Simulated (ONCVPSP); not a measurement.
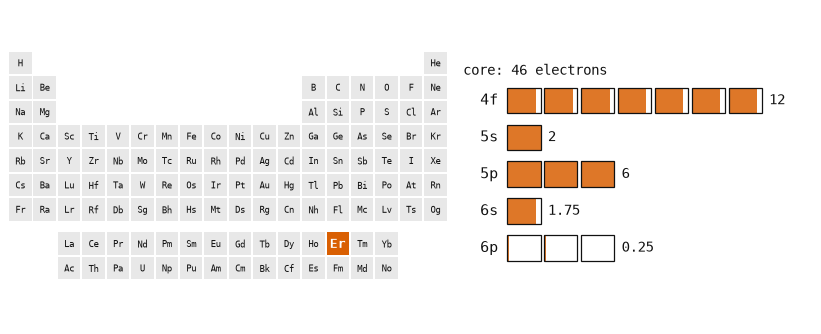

Left, the place of erbium in the periodic table; right, the valence shells of the reference configuration: a box for each of the 2l + 1 orbitals, shaded by the share of the shell that is filled, with the electron count at the right. The shells are those of the unaltered input.

## Er: pseudopotential generation (part 1 of 2)

System: erbium (Er, Z = 68), core [Kr] 4d10, reference valence 4f12 5s2 5p6 6s1.75 6p0.25, valence charge 22. (This line and the method describe the unaltered input from which the odd one was made.)
Method: ONCV potential, PBE, fully relativistic, made with ONCVPSP 4.0.1.

Input:
```
# ATOM AND REFERENCE CONFIGURATION
# atsym  z   nc   nv     iexc    psfile
  Er 68.00    9    5        4      upf
#
#   n    l    f
    1    0    2.00
    2    0    2.00
    2    1    6.00
    3    0    2.00
    3    1    6.00
    3    2   10.00
    4    0    2.00
    4    1    6.00
    4    2   10.00
    4    3   12.00
    5    0    2.00
    5    1    6.00
    6    0    1.75
    6    1    0.25
#
# PSEUDOPOTENTIAL AND OPTIMIZATION
# lmax
    3
#
#   l,   rc,      ep,       ncon, nbas, qcut
    0    2.30    0.00    4    7    1.00
    1    2.60    0.00    3    7    6.00
    2    2.75    0.47    3    7    4.00
    3    1.25    0.00    3    8   14.50
#
# LOCAL POTENTIAL
# lloc, lpopt,  rc(5),   dvloc0
    4    3    1.20    0.00
#
# VANDERBILT-KLEINMAN-BYLANDER PROJECTORs
# l, nproj, debl
    0    2    0.60
    1    2    3.60
    2    2    3.80
    3    2    2.60
#
# MODEL CORE CHARGE
# icmod, fcfact, rcfact
    3    2.75    1.70
#
# LOG DERIVATIVE ANALYSIS
# epsh1, epsh2, depsh
   -3.00    5.00    0.02
#
# OUTPUT GRID
# rlmax, drl
    6.00    0.01
#
# TEST CONFIGURATIONS
# ncnf
    4
# nvcnf
#   n    l    f
    5
    4    3   12.00
    5    0    2.00
    5    1    6.00
    6    0    2.00
    6    1    0.00
#
    5
    4    3   12.00
    5    0    2.00
    5    1    6.00
    6    0    1.00
    6    1    0.00
#
    5
    4    3   12.00
    5    0    2.00
    5    1    6.00
    6    0    0.00
    6    1    0.00
#
    6
    4    3   12.00
    5    0    2.00
    5    1    6.00
    6    0    1.50
    6    1    0.00
    5    2    0.50
#
```

Command:
```bash
oncvpspr.x < Er.dat > Er.out
```

Output (extracts):
```
ONCVPSP  (Optimized Norm-Conservinng Vanderbilt PSeudopotential)
relativistic version 4.0.1

#   n    l    f        energy (Ha)
    1    0    2.00    -2.1060797D+03
    2    0    2.00    -3.5361684D+02
    2    1    6.00    -3.0308337D+02    -3.3678017D+02
    3    0    2.00    -7.9240191D+01
    3    1    6.00    -6.4782236D+01    -7.1859814D+01
    3    2   10.00    -5.0627881D+01    -5.2174484D+01
    4    0    2.00    -1.5641714D+01
    4    1    6.00    -1.1100981D+01    -1.2693346D+01
    4    2   10.00    -5.9633005D+00    -6.2526264D+00
    4    3   12.00    -1.1201449D-01    -1.5180151D-01
    5    0    2.00    -1.9171181D+00
    5    1    6.00    -9.2788449D-01    -1.1243715D+00
    6    0    1.75    -1.4926250D-01
    6    1    0.25    -4.5933413D-02    -5.4662949D-02

Reference configufation results
  iterations    39
  all-electron total energy (Ha)   -1.30996933D+04

Begin loop to  construct optimized pseudo wave functions
and semi-local pseudopoentials for all angular momenta

Calculating optimized projector #   1

 for l=   0

    Fraction of norm inside rc  0.980297
    Optimizing pswf for qcut=   1.00 a_B^-1,  ecut=   0.50 Ha
    Residual kinetic energy error=  5.70D-01 Ha

    Energy error per electron        Cutoff
         Ha          eV             Ha
         0.01000     0.27211        7.16
         0.00100     0.02721       19.17
         0.00010     0.00272       23.24
         0.00001     0.00027       27.60

Calculating optimized projector #   2

 for l=   0

    Fraction of norm inside rc  0.086808
    Optimizing pswf for qcut=   1.00 a_B^-1,  ecut=   0.50 Ha
    Residual kinetic energy error=  1.73D-01 Ha

    Energy error per electron        Cutoff
         Ha          eV             Ha
         0.01000     0.27211        2.60
         0.00100     0.02721        7.22
         0.00010     0.00272       27.17
         0.00001     0.00027       33.50

Calculating optimized projector #   1

 for l=   1

    Fraction of norm inside rc  0.953757
    Optimizing pswf for qcut=   6.00 a_B^-1,  ecut=  17.99 Ha
    Residual kinetic energy error=  3.97D-09 Ha

    Energy error per electron        Cutoff
         Ha          eV             Ha
         0.01000     0.27211        6.25
         0.00100     0.02721        8.36
         0.00010     0.00272       10.27
         0.00001     0.00027       11.89

Calculating optimized projector #   2

 for l=   1

    Fraction of norm inside rc  0.031140
    Optimizing pswf for qcut=   6.00 a_B^-1,  ecut=  17.99 Ha
    Residual kinetic energy error=  2.97D-09 Ha

    Energy error per electron        Cutoff
         Ha          eV             Ha
         0.01000     0.27211        3.52
         0.00100     0.02721        5.79
         0.00010     0.00272        7.73
         0.00001     0.00027        9.34

Calculating optimized projector #   1

 for l=   1

    Fraction of norm inside rc  0.973086
    Optimizing pswf for qcut=   6.00 a_B^-1,  ecut=  17.99 Ha
    Residual kinetic energy error=  1.66D-09 Ha

    Energy error per electron        Cutoff
         Ha          eV             Ha
         0.01000     0.27211        7.26
         0.00100     0.02721        9.62
         0.00010     0.00272       11.65
         0.00001     0.00027       13.38

Calculating optimized projector #   2

 for l=   1

    Fraction of norm inside rc  0.042341
    Optimizing pswf for qcut=   6.00 a_B^-1,  ecut=  17.99 Ha
    Residual kinetic energy error=  2.55D-09 Ha

    Energy error per electron        Cutoff
         Ha          eV             Ha
         0.01000     0.27211        4.27
         0.00100     0.02721        6.83
         0.00010     0.00272        9.12
         0.00001     0.00027       11.18

WARNING wellstate: moderately localized bound state found for n= 5 l=  2
WARNING scattering state with energy  0.05000000
WARNING will be used for the first projector

   Wellstate for l =  2  n =  6 kap= -3
     eigenvalue =   0.0500
     asymptotic potential =   0.5500
     half-point radius = 24.7437

   Wellstate for l =  2  n =  9 kap= -3
     eigenvalue =   3.8500
     asymptotic potential =   4.3500
     half-point radius =  5.0730

Calculating optimized projector #   1

 for l=   2

    Fraction of norm inside rc  0.093682
    Optimizing pswf for qcut=   4.00 a_B^-1,  ecut=   8.00 Ha
    Residual kinetic energy error=  2.12D-05 Ha

    Energy error per electron        Cutoff
         Ha          eV             Ha
         0.01000     0.27211        3.59
         0.00100     0.02721        5.53
         0.00010     0.00272        7.03
         0.00001     0.00027       11.21

Calculating optimized projector #   2

 for l=   2

    Fraction of norm inside rc  0.140833
    Optimizing pswf for qcut=   4.00 a_B^-1,  ecut=   8.00 Ha
    Residual kinetic energy error=  1.23D-02 Ha

    Energy error per electron        Cutoff
         Ha          eV             Ha
         0.01000     0.27211        8.33
         0.00100     0.02721       26.20
         0.00010     0.00272       42.25
         0.00001     0.00027       81.66

   Wellstate for l =  2  n =  5 kap=  2
     eigenvalue =   0.4700

   Wellstate for l =  2  n =  9 kap=  2
     eigenvalue =   3.7524

Calculating optimized projector #   1

 for l=   2

    Fraction of norm inside rc  0.457926
    Optimizing pswf for qcut=   4.00 a_B^-1,  ecut=   8.00 Ha
    Residual kinetic energy error=  9.63D-05 Ha

    Energy error per electron        Cutoff
         Ha          eV             Ha
         0.01000     0.27211        4.91
         0.00100     0.02721        6.55
         0.00010     0.00272        7.97
         0.00001     0.00027       25.24

Calculating optimized projector #   2

 for l=   2

    Fraction of norm inside rc  0.141735
    Optimizing pswf for qcut=   4.00 a_B^-1,  ecut=   8.00 Ha
    Residual kinetic energy error=  1.49D-02 Ha

    Energy error per electron        Cutoff
         Ha          eV             Ha
         0.01000     0.27211        8.64
         0.00100     0.02721       28.71
         0.00010     0.00272       43.87
         0.00001     0.00027       88.77

   Wellstate for l =  3  n =  6 kap= -4
     eigenvalue =   2.4880
     asymptotic potential =   2.9880
     half-point radius =  3.3644

Calculating optimized projector #   1

 for l=   3

    Fraction of norm inside rc  0.842276
    Optimizing pswf for qcut=  14.51 a_B^-1,  ecut= 105.33 Ha
    Residual kinetic energy error=  6.89D-05 Ha

    Energy error per electron        Cutoff
         Ha          eV             Ha
         0.01000     0.27211       74.07
         0.00100     0.02721       84.61
         0.00010     0.00272       96.17

Calculating optimized projector #   2

 for l=   3

    Fraction of norm inside rc  0.059751
    Optimizing pswf for qcut=  14.51 a_B^-1,  ecut= 105.33 Ha
    Residual kinetic energy error=  1.91D-06 Ha

    Energy error per electron        Cutoff
         Ha          eV             Ha
         0.01000     0.27211       69.94
         0.00100     0.02721       82.78
         0.00010     0.00272       92.47
         0.00001     0.00027      100.09

   Wellstate for l =  3  n =  6 kap=  3
     eigenvalue =   2.4482

Calculating optimized projector #   1

 for l=   3

    Fraction of norm inside rc  0.854153
    Optimizing pswf for qcut=  14.51 a_B^-1,  ecut= 105.33 Ha
    Residual kinetic energy error=  3.42D-05 Ha

    Energy error per electron        Cutoff
         Ha          eV             Ha
         0.01000     0.27211       75.56
         0.00100     0.02721       85.97
         0.00010     0.00272       95.74

Calculating optimized projector #   2

 for l=   3

    Fraction of norm inside rc  0.059746
    Optimizing pswf for qcut=  14.51 a_B^-1,  ecut= 105.33 Ha
    Residual kinetic energy error=  2.34D-06 Ha

    Energy error per electron        Cutoff
         Ha          eV             Ha
         0.01000     0.27211       70.52
         0.00100     0.02721       83.34
         0.00010     0.00272       92.91
         0.00001     0.00027      100.61

Construct Vanderbilt / Kleinmman-Bylander projectors

B matrix Hermiticity error, ll=  0  kap= -1
   1   2    1.4934D-04

  Orthonormal projector coefficients  7.8561E+00  1.6919E+00

B matrix Hermiticity error, ll=  1  kap= -2
   1   2    3.7941D-05

  Orthonormal projector coefficients  5.2779E+00  5.3016E-01

B matrix Hermiticity error, ll=  1  kap=  1
   1   2    5.2800D-05

  Orthonormal projector coefficients  5.0918E+00  5.6299E-01

B matrix Hermiticity error, ll=  2  kap= -3
   1   2    4.9791D-05

  Orthonormal projector coefficients  3.9631E+00 -1.4708E+00

B matrix Hermiticity error, ll=  2  kap=  2
   1   2   -1.0198D-04

  Orthonormal projector coefficients  4.0741E+00 -1.4028E+00

B matrix Hermiticity error, ll=  3  kap= -4
   1   2   -5.0698D-04

  Orthonormal projector coefficients -2.3044E+01 -7.0766E+00

B matrix Hermiticity error, ll=  3  kap=  3
   1   2   -5.1807D-04

  Orthonormal projector coefficients -2.3238E+01 -6.8762E+00

 Orthonormal scalar projector coefficients, l =  1
  5.2067E+00  5.4416E-01  5.8454E-03  1.9129E-04

 Orthonormal spin-orbit projector coefficients, l =  1
  3.4013E-01 -2.8401E-01  4.8718E-02 -2.6927E-03

 Orthonormal scalar projector coefficients, l =  2
  4.0055E+00 -1.4411E+00 -5.8921E-04  7.8389E-05

 Orthonormal spin-orbit projector coefficients, l =  2
 -1.2663E-01  4.1691E-02  1.4840E-02 -1.5125E-03

 Orthonormal scalar projector coefficients, l =  3
 -2.3127E+01 -6.9905E+00 -2.8909E-04 -1.9779E-05

 Orthonormal spin-orbit projector coefficients, l =  3
 -7.0140E-02  6.1047E-02  9.8028E-03 -2.4470E-03

Model core correction analysis
  based on d2Exc/dn_idn_j

d2excae - all-electron derivatives

   -1.702891D-02   -9.674164D-03   -7.189072D-03   -1.041942D-03
   -3.863329D-04
   -9.674091D-03   -1.999436D-02   -1.713300D-02   -1.158632D-03
   -5.056969D-04
   -7.189016D-03   -1.713300D-02   -1.729926D-02   -2.307360D-03
   -6.370263D-04
   -1.041795D-03   -1.158413D-03   -2.306742D-03   -2.463872D-02
   -1.888403D-02
   -3.860420D-04   -5.056643D-04   -6.367363D-04   -1.887567D-02
   -2.595306D-02

d2excps - pseudofunction derivatives with no core correction

   -3.600179D-02   -1.937436D-02   -1.314226D-02   -1.840706D-03
   -6.360595D-04
   -1.937445D-02   -2.416102D-02   -2.152175D-02   -1.357681D-03
   -5.839998D-04
   -1.314218D-02   -2.152161D-02   -2.260374D-02   -2.735477D-03
   -7.264743D-04
   -1.840495D-03   -1.356977D-03   -2.734362D-03   -2.771470D-02
   -2.084650D-02
   -6.358279D-04   -5.839424D-04   -7.260354D-04   -2.083206D-02
   -2.881443D-02

rms 2nd derivative error    5.404675E-03

rmatch, rhocmatch    0.6985   47.9175

Teter function model core charge with specified parameters

d2excps - pseudofunction derivatives with core correction

   -2.263178D-02   -1.315967D-02   -9.823705D-03   -1.360075D-03
   -4.833440D-04
   -1.315961D-02   -1.877889D-02   -1.808973D-02   -1.038876D-03
   -4.420417D-04
   -9.823594D-03   -1.808963D-02   -2.000173D-02   -2.571805D-03
   -6.232705D-04
   -1.359845D-03   -1.038389D-03   -2.570691D-03   -2.768564D-02
   -2.083810D-02
   -4.831073D-04   -4.419806D-04   -6.228276D-04   -2.082366D-02
   -2.880983D-02

rms 2nd derivative error    2.055618E-03

Pseudoatom total energy -188.479216

Diagnostic tests using Vanderbilt-Kleinman-Bylander pseudopotentials
  relativistic with J = L +/- 1/2 projectors

   l  kap   rcore       rmatch      e in        delta e    norm test   slope test

   0  -1   2.3109380   2.3811031  -1.9171181   0.0000009   1.0001367   1.0001238
   0  -1   2.3109380   2.3811031  -0.1492625   0.0000007   1.0000197   1.0000161

   1  -2   2.6046412   2.6837238  -0.9278845  -0.0000002   1.0000976   1.0000967
   1   1   2.6046412   2.6837238  -1.1243715   0.0000003   1.0001141   1.0001082
   1  -2   2.6046412   2.6837238  -0.0459334   0.0000006   1.0000150   1.0000085
   1   1   2.6046412   2.6837238  -0.0546629   0.0000014   1.0000214   1.0000147

   2  -3   2.7652074   2.8491651   0.0500000  -0.0000358   0.9999816   0.9999816
   2   2   2.7652074   2.8491651  -0.0476321  -0.0000408   0.9999891   0.9999891
   2  -3   2.7652074   2.8491651   3.8500000   0.0001531   0.9997891   0.9997891
   2   2   2.7652074   2.8491651   3.8398382   0.0002022   0.9997607   0.9997607

   3  -4   1.2554351   1.2935528  -0.1120145  -0.0000294   1.0003091   1.0003294
   3   3   1.2554351   1.2935528  -0.1518015   0.0000013   1.0003448   1.0002539
   3  -4   1.2554351   1.2935528   2.4879855   0.0000052   1.0004724   1.0004724
   3   3   1.2554351   1.2935528   2.4834991   0.0000097   1.0004635   1.0004635

Diagnostic tests using Vanderbilt-Kleinman-Bylander pseudopotentials
  relativistic with scalar and spin-orbit non-local projectors

   l  kap   rcore       rmatch      e in        delta e    norm test   slope test

   0  -1   2.3109380   2.3811031  -1.9171181   0.0000009   1.0001367   1.0001238
   0  -1   2.3109380   2.3811031  -0.1492625   0.0000007   1.0000197   1.0000161

   1  -2   2.6046412   2.6837238  -0.9278845  -0.0000024   1.0000949   1.0000924
   1   1   2.6046412   2.6837238  -1.1243715  -0.0000011   1.0001110   1.0001043
   1  -2   2.6046412   2.6837238  -0.0459334   0.0000006   1.0000131   1.0000087
   1   1   2.6046412   2.6837238  -0.0546629   0.0000012   1.0000167   1.0000162

   2  -3   2.7652074   2.8491651   0.0500000   0.0001602   0.9998151   0.9998151
   2   2   2.7652074   2.8491651  -0.0476321   0.0001330   0.9998322   0.9998322
   2  -3   2.7652074   2.8491651   3.8500000   0.0001529   0.9997892   0.9997892
   2   2   2.7652074   2.8491651   3.8398382   0.0002022   0.9997583   0.9997583

   3  -4   1.2554351   1.2935528  -0.1120145  -0.0000052   1.0003106   1.0003526
   3   3   1.2554351   1.2935528  -0.1518015   0.0000253   1.0003463   1.0002753
   3  -4   1.2554351   1.2935528   2.4879855   0.0000076   1.0004714   1.0004714
   3   3   1.2554351   1.2935528   2.4834991   0.0000123   1.0004622   1.0004622

Ghost test for J = L + 1/2

 Testing for bound ghosts
   n   l    E NL Schr. Eq   E Basis Diag.   E Cutoff

   1   0       -1.917117       -1.917115     35.81
   2   0       -0.149262       -0.129614     35.81

   2   1       -0.927885       -0.927879     33.16
   3   1       -0.045933       -0.005781     33.16

   3   2       -0.041087       -0.034599     33.66

   4   3       -0.112044       -0.108882    246.85

 Testing for highly-localized positive-energy ghosts
       l    <radius>/rc     E Basis Diag.   E Cutoff

       0        0.734145        2.715941     35.81  WARNING - GHOST(+)

Ghost test for J = L - 1/2

 Testing for bound ghosts
   n   l    E NL Schr. Eq   E Basis Diag.   E Cutoff

   1   0       -1.917117       -1.917115     35.81
   2   0       -0.149262       -0.129614     35.81

   2   1       -1.124371       -1.124365     33.16
   3   1       -0.054662       -0.022634     33.16

   3   2       -0.048358       -0.043137     33.66

   4   3       -0.151800       -0.149246    246.85

 Testing for highly-localized positive-energy ghosts
       l    <radius>/rc     E Basis Diag.   E Cutoff

       0        0.734145        2.715941     35.81  WARNING - GHOST(+)

       2        0.974846        7.468720     33.66  WARNING - GHOST(+)

Test configuration 0

   n   l kap    f        eae           eps        diff
   1   0  -1  2.0000-2106.07973534
   2   0  -1  2.0000 -353.61684371
   2   1  -2  4.0000 -303.08336989
   2   1   1  2.0000 -336.78017422
   3   0  -1  2.0000  -79.24019100
   3   1  -2  4.0000  -64.78223619
   3   1   1  2.0000  -71.85981413
   3   2  -3  6.0000  -50.62788077
   3   2   2  4.0000  -52.17448439
   4   0  -1  2.0000  -15.64171391
   4   1  -2  4.0000  -11.10098082
   4   1   1  2.0000  -12.69334567
   4   2  -3  6.0000   -5.96330048
   4   2   2  4.0000   -6.25262640
   4   3  -4  6.8571   -0.11201449   -0.11204391   -2.94E-05
   4   3   3  5.1429   -0.15180151   -0.15180022    1.29E-06
   5   0  -1  2.0000   -1.91711806   -1.91711715    9.11E-07
   5   1  -2  4.0000   -0.92788449   -0.92788466   -1.76E-07
   5   1   1  2.0000   -1.12437154   -1.12437125    2.93E-07
   6   0  -1  1.7500   -0.14926250   -0.14926177    7.26E-07
   6   1  -2  0.1667   -0.04593341   -0.04593278    6.37E-07
   6   1   1  0.0833   -0.05466295   -0.05466156    1.39E-06

    Total energies and differences
      AE_ref= -1.30996933E+04  AE_tst= -1.30996933E+04  dif=  0.00E+00
      PS_ref= -1.88479216E+02  PS_tst= -1.88479216E+02  dif= -7.79E-09
      PSP excitation error=  7.79E-09

Test configuration 1

   n   l kap    f        eae           eps        diff
   1   0  -1  2.0000-2106.06539218
   2   0  -1  2.0000 -353.60263672
   2   1  -2  4.0000 -303.06915184
   2   1   1  2.0000 -336.76594285
   3   0  -1  2.0000  -79.22616810
   3   1  -2  4.0000  -64.76821254
   3   1   1  2.0000  -71.84578133
   3   2  -3  6.0000  -50.61383725
   3   2   2  4.0000  -52.16043691
   4   0  -1  2.0000  -15.62759715
   4   1  -2  4.0000  -11.08682259
   4   1   1  2.0000  -12.67921768
   4   2  -3  6.0000   -5.94910177
   4   2   2  4.0000   -6.23843834
   4   3  -4  6.8571   -0.09772034   -0.09763998    8.04E-05
   4   3   3  5.1429   -0.13749969   -0.13738075    1.19E-04
   5   0  -1  2.0000   -1.90231244   -1.90240659   -9.42E-05
   5   1  -2  4.0000   -0.91320808   -0.91332049   -1.12E-04
   5   1   1  2.0000   -1.10961197   -1.10972227   -1.10E-04
   6   0  -1  2.0000   -0.14085970   -0.14087043   -1.07E-05
   6   1  -2  0.0000   -0.03931607   -0.03931607    0.00E+00
   6   1   1  0.0000   -0.04778336   -0.04778336    0.00E+00

    Total energies and differences
      AE_ref= -1.30996933E+04  AE_tst= -1.30997184E+04  dif= -2.51E-02
      PS_ref= -1.88479216E+02  PS_tst= -1.88504094E+02  dif= -2.49E-02
      PSP excitation error= -2.17E-04

Test configuration 2
```

(Continued in part 2.) Outcome of the run: generated; the input is odd on purpose.
